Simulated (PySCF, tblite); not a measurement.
# C₃H₇BFO radical: geometry, infrared bands and EPR parameters

Aim: predict the infrared bands and EPR parameters of C₃H₇BFO radical (`[BH]O[C@@H](F)CC`).

The runs use tblite 0.8.0 and PySCF 2.14.0, with density-fitted response routines of our own; the level of theory stands in each step. All values are computed, except where a source is named. Atoms are numbered from 0 throughout.

### Step 1. The starting structure

13 atoms, charge 0, multiplicity 2; geometry from: force field or distance geometry start.

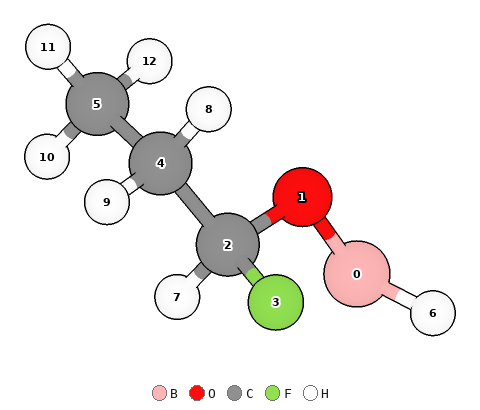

The starting geometry (boron pink, oxygen red, carbon grey, fluorine green, hydrogen white), atoms numbered; sticks join atoms by distance.

### Step 2. Optimising the geometry with GFN2-xTB

What the job is given:

```
{"job": {"kind": "relax", "xc": "GFN2-xTB", "basis": "xTB"}, "charge": 0, "multiplicity": 2}
B     -2.540700    -0.674200     0.727400
O     -1.168700    -0.196700     0.888600
C     -0.685300     0.311600    -0.326000
F     -1.347800     1.511300    -0.636700
C      0.803000     0.604800    -0.208900
C      1.613500    -0.669200    -0.007100
H     -3.452400     0.066800     0.921600
H     -0.836200    -0.399500    -1.167700
H      0.990500     1.300300     0.631800
H      1.146300     1.099400    -1.145600
H      1.458400    -1.374100    -0.851100
H      2.694300    -0.417300     0.050200
H      1.320800    -1.162600     0.955500
```

Run with:

```
$ OMP_NUM_THREADS=1 python probes_run.py task.json out
```

This one command runs all jobs of the session in turn.

**Question.** This job is followed by: GFN2-xTB harmonic vibrations, gas phase; UKS B3LYP, pcH-1 on B C F H O, non-relativistic, mean-field spin-orbit, GIAO. What will the session give for the following? strongest single infrared mode (GFN2-xTB); zero-point energy (GFN2-xTB); g(iso) (B3LYP); ⟨S²⟩; largest a(iso) (averaged by class); potential on the surface of density 0.002 e/bohr³, 1st and 99th percentile.

The runs gave:

| quantity | value |
| --- | --- |
| strongest single infrared mode (GFN2-xTB) | 2520 cm⁻¹, 176 km/mol |
| zero-point energy (GFN2-xTB) | 62.0 kcal/mol |
| g(iso) (B3LYP) | 2.00183 |
| ⟨S²⟩ | 0.752 (exact 0.75) |
| largest a(iso) (averaged by class) | 11B on B0, 505.5 MHz |
| potential on the surface of density 0.002 e/bohr³, 1st and 99th percentile | -0.85 V and 1.21 V |

What this shows: The optimisation took 114 steps and gained 0.924 eV; among the close pairs (by a distance rule), B0–O1 changed most, from 1.462 to 1.313 Å. No mode is imaginary among the 33: a minimum at this level. The strongest single mode, at 2520 cm⁻¹, moves mainly H6. Unscaled tight-binding wavenumbers are off by several per cent, some by more. Its intensities can rank the bands wrongly. Most of the unpaired spin sits on B0 (0.93 e). The isotropic g lies 0.5 ppt below the free-electron value. These values are for one conformer; the search (at its own cheap level) found 1 more, at 1.30 kcal/mol, and measured spectra average over such forms.
